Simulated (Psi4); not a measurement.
**SiNH4O (SMILES [NH][SiH2]O): USCAN/def2-SVP (sweep point 2)**

Aim: the vertical ionisation energy of SiNH4O at USCAN/def2-SVP (sweep point 2), from 2 runs. 

Program for the calculation: Psi4 1.11.

## (1) Starting point

SiNH4O has 7 atoms, charge 0, and is taken as a doublet. SMILES: `[NH][SiH2]O`. The shape is that of a PBE0-D4/def2-TZVP optimisation. This is one conformer, not always the lowest.

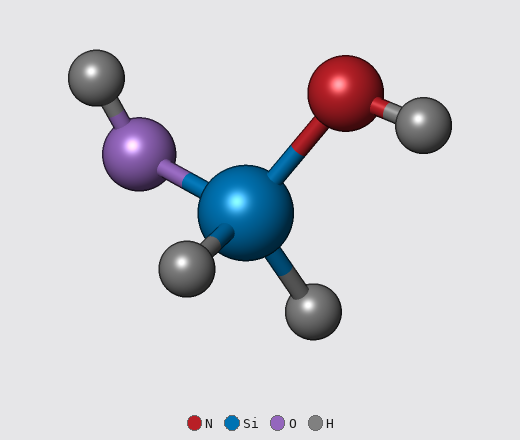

The structure, seen from a chosen angle (nitrogen red, silicon blue, oxygen purple, hydrogen grey).

## (2) The energy at USCAN/def2-SVP (sweep point 2)

Input file job.inp:

```
memory 1.6 GB

molecule {
  0 2
  N     -1.219700    -0.362600     0.666700
  Si     0.116600     0.212100    -0.290000
  O      1.398500    -0.795100    -0.146900
  H     -2.101000     0.125500     0.496300
  H     -0.184300     0.263000    -1.742100
  H      0.414600     1.577200     0.236200
  H      1.636600    -1.088000     0.734200
  units angstrom
  symmetry c1
}

set basis def2-SVP
set reference uks
set puream true
set scf_type pk
set dft_radial_points 99
set dft_spherical_points 590
set maxiter 150

energy('scan')
```

Command:

```sh
psi4 -i job.inp -o job.out -n 1
```

job.out:

```text
[...]
  Running in c1 symmetry.
[...]
  Nuclear repulsion =  110.722823444241286
[...]
  Multiplicity = 2
[...]
  Nalpha       = 17
  Nbeta        = 16
[...]
    Number of basis functions: 66
[...]
   @UKS iter   1:  -421.29156366204893   -2.02236e-01   1.31558e-02 ADIIS/DIIS
[...]
   @UKS iter  11:  -421.62670124171706   -2.08760e-08   5.69548e-07 DIIS
[...]
   @S^2 Observed:                7.549474149E-01
[...]
    Orbital Energies [Eh]
    ---------------------
    Alpha Occupied:
       1A    -65.868584     2A    -18.954793     3A    -14.186217
       4A     -5.234128     5A     -3.579985     6A     -3.579174
       7A     -3.578210     8A     -0.958161     9A     -0.799025
      10A     -0.530123    11A     -0.448036    12A     -0.397233
      13A     -0.361883    14A     -0.322160    15A     -0.292793
      16A     -0.269529    17A     -0.263721
    Alpha Virtual:
      18A      0.031558    19A      0.046186    20A      0.078847
      21A      0.110498    22A      0.126387    23A      0.136000
      24A      0.242795    25A      0.321378    26A      0.387463
[...]
  @UKS Final Energy:  -421.62670124171706
   => Energetics <=
    Nuclear Repulsion Energy =            110.7228234442412855
    One-Electron Energy =                -801.5476624945764570
    Two-Electron Energy =                 307.1147792081025614
    DFT Exchange-Correlation Energy =     -37.9166413994844120
    Empirical Dispersion Energy =           0.0000000000000000
    VV10 Nonlocal Energy =                  0.0000000000000000
    Total Energy =                       -421.6267012417170577
[...]
 Multipole Moments:
 ------------------------------------------------------------------------------------
     Multipole            Electronic (a.u.)      Nuclear  (a.u.)        Total (a.u.)
 ------------------------------------------------------------------------------------
 L = 1.  Multiply by 2.5417464519 to convert [e a0] to [Debye]
 Dipole X            :          0.4841574           -0.7127236           -0.2285661
 Dipole Y            :         -1.1663892            1.4926884            0.3262992
 Dipole Z            :          0.3972602           -0.1816584            0.2156018
 Magnitude           :                                                    0.4529876
[...]
```

Run time: 31 s. Hardware: 1 thread of Intel Xeon Platinum 8488C (Sapphire Rapids), shared host; peak memory 1.1 GiB.

## (3) The singlet cation, same level

Input file calc.dat:

```
memory 1.6 GB

molecule system {
  1 1
  N     -1.219700    -0.362600     0.666700
  Si     0.116600     0.212100    -0.290000
  O      1.398500    -0.795100    -0.146900
  H     -2.101000     0.125500     0.496300
  H     -0.184300     0.263000    -1.742100
  H      0.414600     1.577200     0.236200
  H      1.636600    -1.088000     0.734200
  symmetry c1
}

set basis def2-SVP
set reference rks
set puream true
set scf_type pk
set dft_radial_points 99
set dft_spherical_points 590

energy('scan')
print_variables()
```

Command:

```sh
psi4 -n 1 calc.dat calc.out
```

calc.out:

```text
[...]
  Running in c1 symmetry.
[...]
  Nuclear repulsion =  110.722823444241286
[...]
  Multiplicity = 1
[...]
  Nalpha       = 16
  Nbeta        = 16
[...]
    Number of basis functions: 66
[...]
   @RKS iter   1:  -421.03201079077803    5.73172e-02   1.05028e-02 ADIIS/DIIS
[...]
   @RKS iter  20:  -421.22484434526746   -7.59218e-08   2.35004e-07 DIIS
[...]
    Orbital Energies [Eh]
    ---------------------
    Doubly Occupied:
       1A    -66.135145     2A    -19.197159     3A    -14.505883
       4A     -5.503533     5A     -3.849134     6A     -3.848476
       7A     -3.847701     8A     -1.194329     9A     -1.066902
      10A     -0.780764    11A     -0.708715    12A     -0.663404
      13A     -0.613571    14A     -0.557207    15A     -0.541241
      16A     -0.524717
[...]
  @RKS Final Energy:  -421.22484434526746
   => Energetics <=
    Nuclear Repulsion Energy =            110.7228234442412855
    One-Electron Energy =                -792.7561413145344886
    Two-Electron Energy =                 298.3204699572443133
    DFT Exchange-Correlation Energy =     -37.5119964322185240
    Empirical Dispersion Energy =           0.0000000000000000
    VV10 Nonlocal Energy =                  0.0000000000000000
    Total Energy =                       -421.2248443452674564
[...]
 Multipole Moments:
 ------------------------------------------------------------------------------------
     Multipole            Electronic (a.u.)      Nuclear  (a.u.)        Total (a.u.)
 ------------------------------------------------------------------------------------
 L = 1.  Multiply by 2.5417464519 to convert [e a0] to [Debye]
 Dipole X            :         -0.2011562           -0.7127236           -0.9138798
 Dipole Y            :         -0.4873578            1.4926884            1.0053307
 Dipole Z            :          0.3524984           -0.1816584            0.1708400
 Magnitude           :                                                    1.3693255
[...]
```

Wall time 37 s (1 thread of Intel Xeon Platinum 8488C (Sapphire Rapids), shared host); peak memory 1.1 GiB.

## (4) Outcome

At USCAN/def2-SVP (sweep point 2):

| quantity | value |
| --- | --- |
| doublet SiNH4O: total energy | -421.62670 Eh |
| doublet SiNH4O: dipole moment | 1.15 D |
| doublet SiNH4O: HOMO energy (highest over α and β) | -6.64 eV |
| doublet SiNH4O: LUMO energy (lowest over α and β) | -3.98 eV |
| doublet SiNH4O: ⟨S²⟩ | 0.755 |
| singlet cation: total energy | -421.22484 Eh |
| singlet cation: HOMO energy | -14.28 eV |
| singlet cation: LUMO energy | -13.84 eV |
| singlet cation: HOMO–LUMO gap | 0.43 eV |
| vertical ionisation energy (to the singlet cation) | 10.935 eV |

The vertical ionisation energy comes to 10.94 eV (252 kcal/mol). Only the singlet of the ionised species was computed; a triplet could lie lower.
